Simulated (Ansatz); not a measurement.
Base system: BN in the zinc blende structure (space group F-43m, No. 216; a = 3.6057 Å).

One thing is altered: a hydrostatic pressure of 9 GPa.

The values are results of plane-wave PAW DFT at the PBEsol level (Ansatz, an electronic-structure program, 420 eV), no spin-orbit coupling, not measurements.

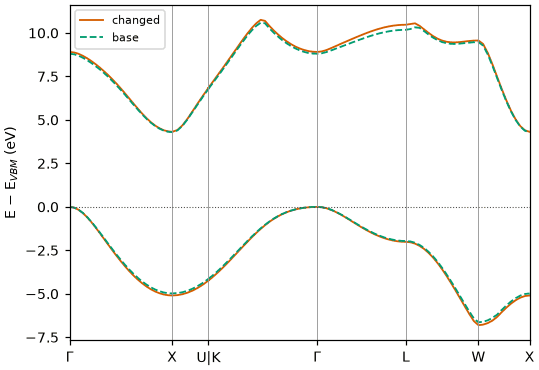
Highest valence and lowest conduction band along the path, each from its own valence-band maximum

Q: Read the changed gap and its character from the plot.

A: About 4.3 eV, indirect, Γ → X.

Load acts through the strain it causes; cell and atoms are relaxed under it. No phonon test of stability was made. No other phases were tried under pressure.
